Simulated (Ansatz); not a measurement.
Starting cell, In$_{2}$Si$_{2}$O$_{7}$ (space group C2/m):

```xyz
11
Lattice="3.2827 -4.2785 0.0000 3.2827 4.2785 0.0000 -1.0162 0.0000 4.5749" Properties=species:S:1:pos:R:3 pbc="T T T"
In     3.2827     1.6511     0.0000
In     3.2827    -1.6511     0.0000
Si     1.0457     0.0000     1.8785
Si     4.5036     0.0000     2.6964
O      4.2192    -1.3466     3.5721
O      1.3301     1.3466     1.0028
O      1.3301    -1.3466     1.0028
O      4.2192     1.3466     3.5721
O     -0.5081     0.0000     2.2875
O      3.6988     0.0000     1.2887
O      1.8505     0.0000     3.2862
```

The atoms are displaced by Q × the pattern below (from a DFPT mode at Γ, largest move 1; Q in Å), at fixed cell.

```json
[
 {"atom": "In1", "x": "-0.008", "y": "0.000", "z": "0.000"},
 {"atom": "In2", "x": "-0.008", "y": "0.000", "z": "0.000"},
 {"atom": "Si3", "x": "-0.421", "y": "0.000", "z": "-0.117"},
 {"atom": "Si4", "x": "-0.421", "y": "0.000", "z": "-0.117"},
 {"atom": "O5", "x": "0.154", "y": "0.381", "z": "0.635"},
 {"atom": "O6", "x": "0.154", "y": "0.381", "z": "0.635"},
 {"atom": "O7", "x": "0.154", "y": "-0.381", "z": "0.635"},
 {"atom": "O8", "x": "0.154", "y": "-0.381", "z": "0.635"},
 {"atom": "O9", "x": "-0.449", "y": "0.000", "z": "-0.727"},
 {"atom": "O10", "x": "0.711", "y": "0.000", "z": "-0.703"},
 {"atom": "O11", "x": "0.711", "y": "0.000", "z": "-0.703"}
]
```

All values below come from LDA (plane waves to 420 eV, PAW, scalar-relativistic; Ansatz, a program for electronic structure). k mesh 5×5×6 (Γ-centred), Fermi-Dirac smearing 0.05 eV. The energy includes the smearing's −TS. In2Si2O7 was relaxed with its symmetry unable to fall. ΔE is measured from the undisplaced structure.

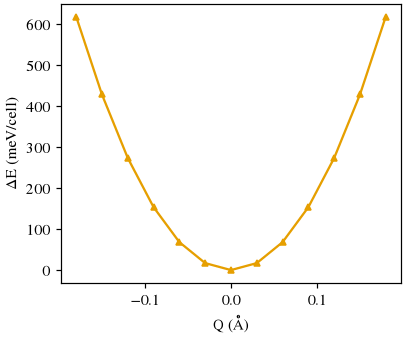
Figure: ΔE (meV/cell) against Q (Å); computed points joined by lines.

What is the energy change at Q = 0.180 Å?

About 620 meV/cell.

What harmonic wavenumber does the curvature at Q = 0 give?

About 340 cm⁻¹.

(For displaced atoms, the force is minus the slope of the energy, and its curvature is a force constant, which sets phonon frequencies.)
